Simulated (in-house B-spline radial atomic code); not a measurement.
# Pb⁺ in a hard spherical wall

Wanted: the cost of confining Pb⁺, radius by radius. More than one configuration is followed.

Method: non-relativistic r2SCAN, spin-polarised, spherical fractional occupations, point nucleus, basis-set limit. Code: in-house B-spline radial atomic code version 1.

### Step 1. Starting point

```
element       : lead (Z = 82)
charge        : +1
electrons     : 81
configuration : [Xe] 4f14 5d10 6s2 6p1
Hamiltonian   : non-relativistic
nucleus       : point
```

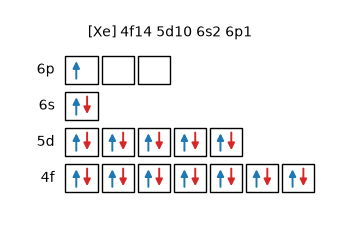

The shells outside the core, filled by Hund's rule for the drawing.

Where spins are not typed, each open shell is filled with up spins first.

Settings, as recorded:

```ini
Z = 82
electrons = 81.0
configuration = [Xe] 4f14 5d10 6s2 6p1
hamiltonian = nr
method = r2scan
spin_polarised = True
```

From the earlier run of the reference: total energy -19528.107545 hartree. Levels, eight at most:

```tsv
orbital	occupation	energy (eV)	<r> (bohr)
5s down	1	-125.01	0.9516
5p up	3	-89.775	1.021
5p down	3	-89.744	1.021
5d up	5	-32.758	1.276
5d down	5	-32.668	1.270
6s up	1	-17.020	2.553
6s down	1	-16.011	2.516
6p up	1	-10.371	3.052
```

### Step 2. Wall at 5.47 bohr, configuration [Xe] 4f14 5d10 6s2 6p1

Settings: those of step 1 with these lines changed.

```diff
@@ -6 +6,2 @@
 spin_polarised = True
+wall_radius = 5.47
```

The program writes no log. Results of the run, from its result record (rounded, main fields):

```text
{
  "status": "converged",
  "scf [iteration, energy, orbital gradient]": [
    [1, -19528.0536188, 0.174],
    [2, -19528.06621, 0.00285],
    [3, -19528.066236, 0.00117],
    [4, -19528.0662394, 0.000513],
    [5, -19528.0662404, 4.88e-05],
    [6, -19528.0662405, 1.29e-05],
    [7, -19528.0662405, 4.84e-06],
    [8, -19528.0662405, 1.43e-06],
    [9, -19528.0662405, 2.92e-07]
  ],
  "energy [hartree]": {"total": -19528.0662405, "kinetic": 19523.8858606, "nuclear": -46451.4071956, "coulomb": 7762.80315617, "xc": -363.348061736},
  "orbitals [hartree, bohr; first row names the columns]": [
    ["name", "occ", "eps", "<r>"],
    ["1s up", 1.0, -2906.5015, 0.01846],
    ["1s down", 1.0, -2906.5007, 0.01846],
    ["2s up", 1.0, -490.91164, 0.077614],
    ["2s down", 1.0, -490.91173, 0.077614],
    ["2p up", 3.0, -472.52381, 0.065569],
    ["2p down", 3.0, -472.52344, 0.065569],
    ["3s up", 1.0, -117.55267, 0.19507],
    ["3s down", 1.0, -117.55254, 0.19507],
    ["3p up", 3.0, -108.8202, 0.1857],
    ["3p down", 3.0, -108.81987, 0.1857],
    ["3d up", 5.0, -92.551012, 0.16196],
    ["3d down", 5.0, -92.550694, 0.16196],
    ["4s up", 1.0, -26.459378, 0.42594],
    ["4s down", 1.0, -26.458782, 0.42593],
    ["4p up", 3.0, -22.595099, 0.42888],
    ["4p down", 3.0, -22.594409, 0.42887],
    ["4d up", 5.0, -15.479815, 0.43358],
    ["4d down", 5.0, -15.479059, 0.43357],
    ["5s up", 1.0, -4.5596959, 0.95142],
    ["5s down", 1.0, -4.5579608, 0.95168],
    ["5p up", 3.0, -3.2634731, 1.0209],
    ["5p down", 3.0, -3.2620761, 1.0209],
    ["4f up", 7.0, -5.8828382, 0.44424],
    ["4f down", 7.0, -5.88197, 0.44421],
    ["5d up", 5.0, -1.1696655, 1.2788],
    ["5d down", 5.0, -1.1656626, 1.2721],
    ["6s up", 1.0, -0.59768277, 2.4725],
    ["6s down", 1.0, -0.55566174, 2.4446],
    ["6p up", 1.0, -0.33567057, 2.7651]
  ],
  "sum_r [bohr^k]": {"-1": 566.4806, "1": 46.15472, "2": 57.50228},
  "energy_minus_base [hartree]": 0.0413046696
}
```

It took 0.13 s on 1 thread, shared host.

energy_minus_base is the energy less that of the reference run. Meta-GGA runs start from a PBE run whose iterations are not counted.

### Step 3. Wall at 2.43 bohr, configuration [Xe] 4f14 5d10 6s2 6p1

Settings: those of step 2 with these lines changed.

```diff
@@ -6,2 +6,2 @@
 spin_polarised = True
-wall_radius = 5.47
+wall_radius = 2.43
```

Main fields:

```text
{
  "status": "converged",
  "scf [iteration, energy, orbital gradient]": [
    [1, -19521.9510897, 0.175],
    [2, -19521.9636918, 0.00297],
    [3, -19521.9637228, 0.0011],
    [4, -19521.9637251, 0.000514],
    [5, -19521.9637258, 4.24e-05],
    [6, -19521.9637258, 6.79e-06],
    [7, -19521.9637258, 1.19e-06],
    [8, -19521.9637258, 5.75e-07]
  ],
  "energy [hartree]": {"total": -19521.9637258, "kinetic": 19549.323471, "nuclear": -46553.9833526, "coulomb": 7847.97984801, "xc": -365.283692234},
  "orbitals [hartree, bohr; first row names the columns]": [
    ["name", "occ", "eps", "<r>"],
    ["1s up", 1.0, -2905.2766, 0.01846],
    ["1s down", 1.0, -2905.2716, 0.01846],
    ["2s up", 1.0, -489.72125, 0.077616],
    ["2s down", 1.0, -489.7206, 0.077615],
    ["2p up", 3.0, -471.3285, 0.065571],
    ["2p down", 3.0, -471.32534, 0.065571],
    ["3s up", 1.0, -116.40133, 0.19509],
    ["3s down", 1.0, -116.40023, 0.19508],
    ["3p up", 3.0, -107.66731, 0.18572],
    ["3p down", 3.0, -107.66493, 0.18572],
    ["3d up", 5.0, -91.392943, 0.16198],
    ["3d down", 5.0, -91.390264, 0.16198],
    ["4s up", 1.0, -25.351174, 0.42625],
    ["4s down", 1.0, -25.346667, 0.42622],
    ["4p up", 3.0, -21.488147, 0.42928],
    ["4p down", 3.0, -21.482943, 0.42924],
    ["4d up", 5.0, -14.375233, 0.43428],
    ["4d down", 5.0, -14.369364, 0.4342],
    ["5s up", 1.0, -3.6419584, 0.96244],
    ["5s down", 1.0, -3.6288326, 0.96319],
    ["5p up", 3.0, -2.3678333, 1.0296],
    ["5p down", 3.0, -2.3557284, 1.0295],
    ["4f up", 7.0, -4.7854678, 0.44654],
    ["4f down", 7.0, -4.7787804, 0.44635],
    ["5d up", 5.0, -0.2721683, 1.1934],
    ["5d down", 5.0, -0.25615251, 1.1899],
    ["6s up", 1.0, 1.252099, 1.5272],
    ["6s down", 1.0, 1.3146779, 1.5223],
    ["6p up", 1.0, 1.9519914, 1.5197]
  ],
  "sum_r [bohr^k]": {"-1": 567.7315, "1": 42.31911, "2": 40.49722},
  "energy_minus_base [hartree]": 6.14381937
}
```

Run time: 0.11 s. Hardware: 1 thread, shared host.

### Step 4. Wall at 5.47 bohr, configuration [Kr] 4d9 4f14 5s2 5p6 5d10 5f1 6s2 6p1

Settings, as recorded:

```ini
Z = 82
electrons = 81.0
configuration = [Kr] 4d9 4f14 5s2 5p6 5d10 5f1 6s2 6p1
hamiltonian = nr
method = r2scan
spin_polarised = True
wall_radius = 5.47
```

Main fields:

```text
{
  "status": "converged",
  "scf [iteration, energy, orbital gradient]": [
    [1, -19511.9759772, 0.177],
    [2, -19511.9883857, 0.00314],
    [3, -19511.9884229, 0.00114],
    [4, -19511.9884253, 0.000528],
    [5, -19511.988426, 5.33e-05],
    [6, -19511.988426, 1.43e-05],
    [7, -19511.988426, 5.07e-06],
    [8, -19511.988426, 1.58e-06],
    [9, -19511.988426, 4.83e-07]
  ],
  "energy [hartree]": {"total": -19511.988426, "kinetic": 19508.1899628, "nuclear": -46360.6985609, "coulomb": 7702.10929843, "xc": -361.589126293},
  "orbitals [hartree, bohr; first row names the columns]": [
    ["name", "occ", "eps", "<r>"],
    ["1s up", 1.0, -2907.6236, 0.01846],
    ["1s down", 1.0, -2907.6224, 0.01846],
    ["2s up", 1.0, -492.03479, 0.077609],
    ["2s down", 1.0, -491.97994, 0.077607],
    ["2p up", 3.0, -473.65527, 0.065566],
    ["2p down", 3.0, -473.615, 0.065563],
    ["3s up", 1.0, -118.53841, 0.19504],
    ["3s down", 1.0, -118.52986, 0.19501],
    ["3p up", 3.0, -109.81338, 0.18566],
    ["3p down", 3.0, -109.80054, 0.18564],
    ["3d up", 5.0, -93.572838, 0.16189],
    ["3d down", 5.0, -93.539316, 0.1619],
    ["4s up", 1.0, -27.30359, 0.42445],
    ["4s down", 1.0, -27.223251, 0.42457],
    ["4p up", 3.0, -23.436425, 0.42708],
    ["4p down", 3.0, -23.355451, 0.42724],
    ["4d up", 5.0, -16.317332, 0.43083],
    ["4d down", 4.0, -16.236382, 0.4311],
    ["4f up", 7.0, -6.7018268, 0.43756],
    ["4f down", 7.0, -6.6364167, 0.43797],
    ["5s up", 1.0, -4.9508509, 0.93564],
    ["5s down", 1.0, -4.9363665, 0.93676],
    ["5p up", 3.0, -3.6242896, 0.99909],
    ["5p down", 3.0, -3.6112708, 0.99984],
    ["5d up", 5.0, -1.4511094, 1.2192],
    ["5d down", 5.0, -1.4359814, 1.2136],
    ["5f up", 1.0, 0.18186102, 2.9637],
    ["6s up", 1.0, -0.69652141, 2.3698],
    ["6s down", 1.0, -0.64134619, 2.3492],
    ["6p up", 1.0, -0.41796188, 2.673]
  ],
  "sum_r [bohr^k]": {"-1": 565.3744, "1": 47.51667, "2": 63.08523},
  "energy_minus_base [hartree]": 16.1191192
}
```

Wall time 0.12 s (1 thread, shared host).

### Step 5. Wall at 2.43 bohr, configuration [Kr] 4d9 4f14 5s2 5p6 5d10 5f1 6s2 6p1

Settings: those of step 4 with these lines changed.

```diff
@@ -6,2 +6,2 @@
 spin_polarised = True
-wall_radius = 5.47
+wall_radius = 2.43
```

Main fields:

```text
{
  "status": "converged",
  "scf [iteration, energy, orbital gradient]": [
    [1, -19505.3429508, 0.177],
    [2, -19505.355452, 0.00323],
    [3, -19505.3555114, 0.0011],
    [4, -19505.3555133, 0.000519],
    [5, -19505.3555139, 4.27e-05],
    [6, -19505.3555139, 5.89e-06],
    [7, -19505.3555139, 3.83e-07]
  ],
  "energy [hartree]": {"total": -19505.3555139, "kinetic": 19533.7079853, "nuclear": -46474.3949501, "coulomb": 7799.09892908, "xc": -363.767478228},
  "orbitals [hartree, bohr; first row names the columns]": [
    ["name", "occ", "eps", "<r>"],
    ["1s up", 1.0, -2906.2608, 0.01846],
    ["1s down", 1.0, -2906.2557, 0.01846],
    ["2s up", 1.0, -490.69705, 0.07761],
    ["2s down", 1.0, -490.6417, 0.077608],
    ["2p up", 3.0, -472.3149, 0.065567],
    ["2p down", 3.0, -472.27217, 0.065564],
    ["3s up", 1.0, -117.23099, 0.19505],
    ["3s down", 1.0, -117.217, 0.19502],
    ["3p up", 3.0, -108.50438, 0.18567],
    ["3p down", 3.0, -108.48558, 0.18565],
    ["3d up", 5.0, -92.258851, 0.16191],
    ["3d down", 5.0, -92.220413, 0.16192],
    ["4s up", 1.0, -26.042335, 0.42476],
    ["4s down", 1.0, -25.957076, 0.42488],
    ["4p up", 3.0, -22.176382, 0.42747],
    ["4p down", 3.0, -22.089842, 0.42763],
    ["4d up", 5.0, -15.059435, 0.4315],
    ["4d down", 4.0, -14.972032, 0.43173],
    ["4f up", 7.0, -5.449138, 0.43961],
    ["4f down", 7.0, -5.3752815, 0.43986],
    ["5s up", 1.0, -3.8818001, 0.94821],
    ["5s down", 1.0, -3.8411228, 0.94863],
    ["5p up", 3.0, -2.5811811, 1.0121],
    ["5p down", 3.0, -2.5398898, 1.0115],
    ["5d up", 5.0, -0.43172046, 1.171],
    ["5d down", 5.0, -0.38288041, 1.1668],
    ["5f up", 1.0, 1.8864581, 1.4119],
    ["6s up", 1.0, 1.1462322, 1.5266],
    ["6s down", 1.0, 1.2431989, 1.5228],
    ["6p up", 1.0, 1.8373864, 1.5223]
  ],
  "sum_r [bohr^k]": {"-1": 566.7609, "1": 42.80432, "2": 41.42481},
  "energy_minus_base [hartree]": 22.7520312
}
```

Run time: 0.1 s. Hardware: 1 thread, shared host.

### Step 6. Wall at 5.47 bohr, configuration [Kr] 4d10 4f14 5s2 5p5 5d10 5f1 6s2 6p1

Settings, as recorded:

```ini
Z = 82
electrons = 81.0
configuration = [Kr] 4d10 4f14 5s2 5p5 5d10 5f1 6s2 6p1
hamiltonian = nr
method = r2scan
spin_polarised = True
wall_radius = 5.47
```

Main fields:

```text
{
  "status": "converged",
  "scf [iteration, energy, orbital gradient]": [
    [1, -19524.4478336, 0.174],
    [2, -19524.4602598, 0.00299],
    [3, -19524.4602885, 0.00112],
    [4, -19524.4602912, 0.000528],
    [5, -19524.4602919, 4.79e-05],
    [6, -19524.460292, 1.24e-05],
    [7, -19524.460292, 6.07e-06],
    [8, -19524.460292, 2.08e-06],
    [9, -19524.460292, 4.12e-07]
  ],
  "energy [hartree]": {"total": -19524.460292, "kinetic": 19520.6569653, "nuclear": -46418.6853954, "coulomb": 7736.29105061, "xc": -362.722912439},
  "orbitals [hartree, bohr; first row names the columns]": [
    ["name", "occ", "eps", "<r>"],
    ["1s up", 1.0, -2906.8999, 0.01846],
    ["1s down", 1.0, -2906.8909, 0.01846],
    ["2s up", 1.0, -491.28438, 0.077613],
    ["2s down", 1.0, -491.28262, 0.077613],
    ["2p up", 3.0, -472.90055, 0.065568],
    ["2p down", 3.0, -472.89432, 0.065569],
    ["3s up", 1.0, -117.91543, 0.19507],
    ["3s down", 1.0, -117.91281, 0.19506],
    ["3p up", 3.0, -109.18426, 0.1857],
    ["3p down", 3.0, -109.17929, 0.1857],
    ["3d up", 5.0, -92.915762, 0.16196],
    ["3d down", 5.0, -92.910169, 0.16196],
    ["4s up", 1.0, -26.81744, 0.42588],
    ["4s down", 1.0, -26.809704, 0.42587],
    ["4p up", 3.0, -22.953454, 0.42881],
    ["4p down", 3.0, -22.944555, 0.42878],
    ["4d up", 5.0, -15.838075, 0.43347],
    ["4d down", 5.0, -15.828005, 0.43336],
    ["4f up", 7.0, -6.2397769, 0.44383],
    ["4f down", 7.0, -6.2276082, 0.44335],
    ["5s up", 1.0, -4.8746337, 0.94482],
    ["5s down", 1.0, -4.8155602, 0.94599],
    ["5p up", 3.0, -3.5646901, 1.0101],
    ["5p down", 2.0, -3.5091758, 1.0119],
    ["5d up", 5.0, -1.4246936, 1.2367],
    ["5d down", 5.0, -1.3764837, 1.2376],
    ["5f up", 1.0, 0.17866697, 2.957],
    ["6s up", 1.0, -0.69346636, 2.3777],
    ["6s down", 1.0, -0.63690584, 2.3603],
    ["6p up", 1.0, -0.41513994, 2.6812]
  ],
  "sum_r [bohr^k]": {"-1": 566.0815, "1": 47.37098, "2": 63.16657},
  "energy_minus_base [hartree]": 3.64725318
}
```

Run time: 0.13 s. Hardware: 1 thread, shared host.

### Step 7. Wall at 2.43 bohr, configuration [Kr] 4d10 4f14 5s2 5p5 5d10 5f1 6s2 6p1

Settings: those of step 6 with these lines changed.

```diff
@@ -6,2 +6,2 @@
 spin_polarised = True
-wall_radius = 5.47
+wall_radius = 2.43
```

Main fields:

```text
{
  "status": "converged",
  "scf [iteration, energy, orbital gradient]": [
    [1, -19517.6154502, 0.175],
    [2, -19517.6280737, 0.00303],
    [3, -19517.6281123, 0.0011],
    [4, -19517.6281148, 0.000522],
    [5, -19517.6281155, 4.18e-05],
    [6, -19517.6281156, 6.15e-06],
    [7, -19517.6281156, 7.51e-07]
  ],
  "energy [hartree]": {"total": -19517.6281155, "kinetic": 19547.0441761, "nuclear": -46535.3763737, "coulomb": 7835.64975968, "xc": -364.945677612},
  "orbitals [hartree, bohr; first row names the columns]": [
    ["name", "occ", "eps", "<r>"],
    ["1s up", 1.0, -2905.5009, 0.01846],
    ["1s down", 1.0, -2905.4884, 0.01846],
    ["2s up", 1.0, -489.91267, 0.077614],
    ["2s down", 1.0, -489.91044, 0.077614],
    ["2p up", 3.0, -471.52576, 0.06557],
    ["2p down", 3.0, -471.5173, 0.06557],
    ["3s up", 1.0, -116.57596, 0.19508],
    ["3s down", 1.0, -116.56796, 0.19508],
    ["3p up", 3.0, -107.8431, 0.18571],
    ["3p down", 3.0, -107.83231, 0.18571],
    ["3d up", 5.0, -91.569412, 0.16198],
    ["3d down", 5.0, -91.559074, 0.16197],
    ["4s up", 1.0, -25.524936, 0.4262],
    ["4s down", 1.0, -25.51256, 0.4262],
    ["4p up", 3.0, -21.662239, 0.42922],
    ["4p down", 3.0, -21.648105, 0.42919],
    ["4d up", 5.0, -14.549313, 0.43419],
    ["4d down", 5.0, -14.533146, 0.43404],
    ["4f up", 7.0, -4.9577518, 0.44624],
    ["4f down", 7.0, -4.9373936, 0.44556],
    ["5s up", 1.0, -3.78529, 0.95825],
    ["5s down", 1.0, -3.7010499, 0.95862],
    ["5p up", 3.0, -2.5026679, 1.0236],
    ["5p down", 2.0, -2.4199325, 1.0238],
    ["5d up", 5.0, -0.38562025, 1.1838],
    ["5d down", 5.0, -0.30327303, 1.1823],
    ["5f up", 1.0, 1.905729, 1.4192],
    ["6s up", 1.0, 1.1846979, 1.526],
    ["6s down", 1.0, 1.2865753, 1.5221],
    ["6p up", 1.0, 1.881627, 1.5205]
  ],
  "sum_r [bohr^k]": {"-1": 567.5046, "1": 42.57483, "2": 41.17672},
  "energy_minus_base [hartree]": 10.4794296
}
```

Wall time 0.1 s (1 thread, shared host).

### Step 8. Results against the radius

| configuration | radius (bohr) | energy above the free system (eV) | highest level (eV) |
| --- | --- | --- | --- |
| [Xe] 4f14 5d10 6s2 6p1 | 5.47 | 1.124 | -9.134 (6p up) |
| [Xe] 4f14 5d10 6s2 6p1 | 2.43 | 167.18 | 53.116 (6p up) |
| [Kr] 4d9 4f14 5s2 5p6 5d10 5f1 6s2 6p1 | 5.47 | 438.62 | 4.949 (5f up) |
| [Kr] 4d9 4f14 5s2 5p6 5d10 5f1 6s2 6p1 | 2.43 | 619.11 | 51.333 (5f up) |
| [Kr] 4d10 4f14 5s2 5p5 5d10 5f1 6s2 6p1 | 5.47 | 99.247 | 4.862 (5f up) |
| [Kr] 4d10 4f14 5s2 5p5 5d10 5f1 6s2 6p1 | 2.43 | 285.16 | 51.858 (5f up) |

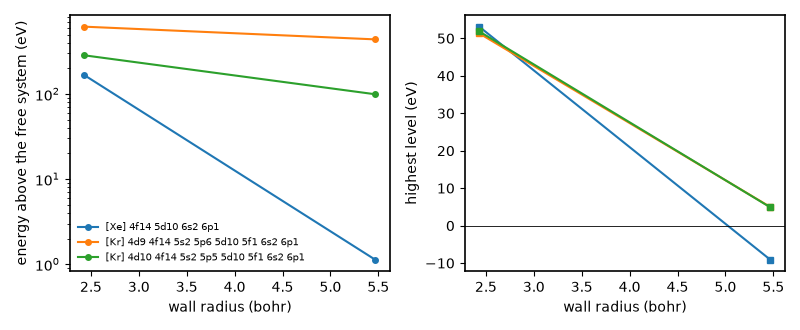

Energy above the free reference (left, logarithmic; it includes the excitation energy of the other configurations) and the highest occupied level (right).

**Reading.** For [Xe] 4f14 5d10 6s2 6p1 the energy above the free reference is 1.124 eV at 5.47 bohr and 167.18 eV at 2.43 bohr. Its highest level passes zero between 5.47 and 2.43 bohr; in smaller spheres the level is positive, pushed up by confinement, and the wall keeps the electron in. Of [Xe] 4f14 5d10 6s2 6p1 and [Kr] 4d9 4f14 5s2 5p6 5d10 5f1 6s2 6p1, the first stays lower at every radius that both share. At 2.43 bohr the lowest of all 3 is [Xe] 4f14 5d10 6s2 6p1. A hard wall is a crude model of an atom's surroundings.
